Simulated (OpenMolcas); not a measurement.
## How basis sets differ on B2NH2OF (SMILES OB1NB1F)

B2NH2OF has 7 atoms, charge 0, and is taken as a singlet. As SMILES, `OB1NB1F`. Geometry: relaxed at PBE0-D4/def2-TZVP. This is one conformer, not always the lowest.

```xyz
7

O    -1.2767    0.1764    1.3081
B    -0.3790    0.1502    0.3042
N     0.6322   -0.7682   -0.0948
B     0.5870    0.3397   -0.9541
F     1.2500    0.7241   -2.0253
H    -1.8294    0.9602    1.2934
H     1.0772   -1.6504    0.1229
```

Each level gives the dipole moment (D). The values are calculated.

```
               level          kind     program  value (D)
   HF/ANO-R0 (sfX2C)  Hartree–Fock  OpenMolcas       1.11
HF/ANO-RCC-MB (DKH2)  Hartree–Fock  OpenMolcas       1.16
 HF/ANO-XS-MB (DKH2)  Hartree–Fock  OpenMolcas       1.39
           HF/STO-3G  Hartree–Fock  OpenMolcas       0.66
            HF/3-21G  Hartree–Fock  OpenMolcas       1.15
         HF/def2-SVP  Hartree–Fock  OpenMolcas       1.18
```

The values span 0.66 to 1.39 D. Magnitudes only. Sets without polarisation functions give poor dipoles.

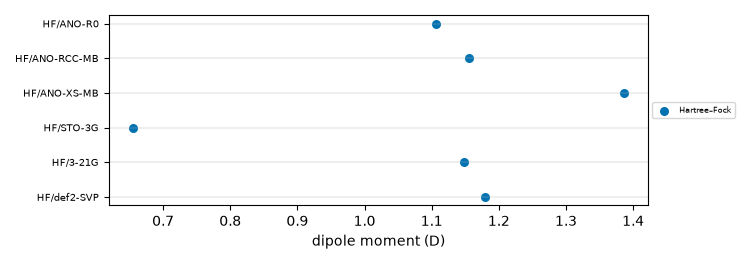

The values of the table, level by level.
